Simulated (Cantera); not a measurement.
Input: 1 mol HCl, 1.4 mol H2O, equilibrated at 0.100 bar.

Equilibrium computed with Cantera from the NASA thermochemical tables; the gas is ideal and each condensed phase is pure. Candidate condensed phases: H2O; 29 gas species. Ions and electrons are included (thermal ionisation). Equilibrium is a limit: real reactors are often held back by kinetics, nucleation or transport.

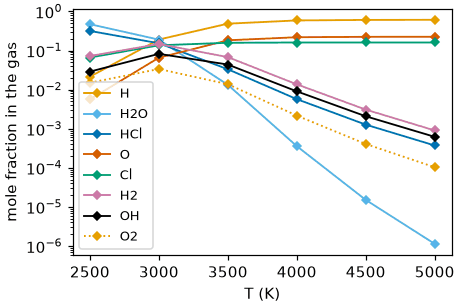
Equilibrium gas composition (values under 1e-9 drawn at 1e-9)

From 2500 K to 5000 K nothing is condensed.
